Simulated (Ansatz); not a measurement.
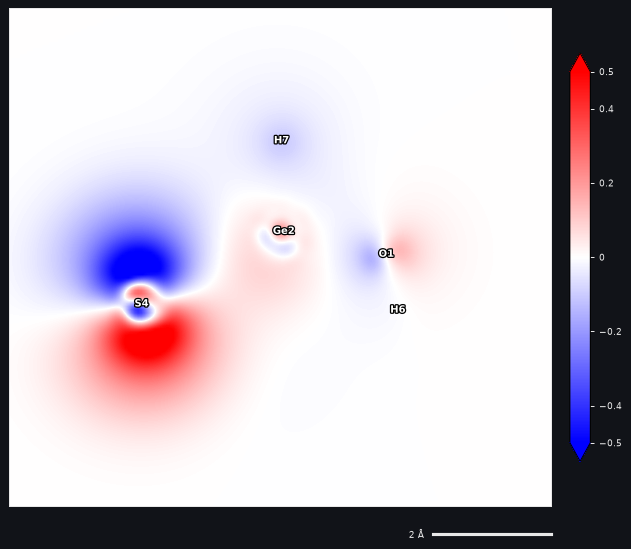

*C₂H₆GeOS. The HOMO on the plane of atoms O1, Ge2 and H7 (values in Å⁻³ᐟ²; the overall sign is arbitrary).*

Level of theory: RKS PBE0-D4/def2-SVP (Ansatz).

```yaml
atoms:
  - { symbol: O, position_ang: [-0.5708, 2.0713, 0.7471] }
  - { symbol: Ge, position_ang: [0.4085, 0.6248, 0.4082] }
  - { symbol: C, position_ang: [-0.3169, -1.1437, 0.8928] }
  - { symbol: S, position_ang: [0.1988, -1.8095, -0.7417] }
  - { symbol: C, position_ang: [0.4052, -0.1132, -1.4205] }
  - { symbol: H, position_ang: [-1.4793, 2.0062, 0.4347] }
  - { symbol: H, position_ang: [1.7854, 0.9633, 0.9880] }
  - { symbol: H, position_ang: [-1.4099, -1.1758, 1.0277] }
  - { symbol: H, position_ang: [0.1651, -1.6681, 1.7307] }
  - { symbol: H, position_ang: [-0.4516, 0.1921, -2.0422] }
  - { symbol: H, position_ang: [1.3308, -0.0043, -2.0042] }
```

Q: Where does this orbital lie, and at what energy?

A: Its weight (Hirshfeld) is mainly on S4 (about 75 %), C3 (about 5 %) and C5 (about 5 %); largely a lone pair of S4. Its energy is −6.38 eV.
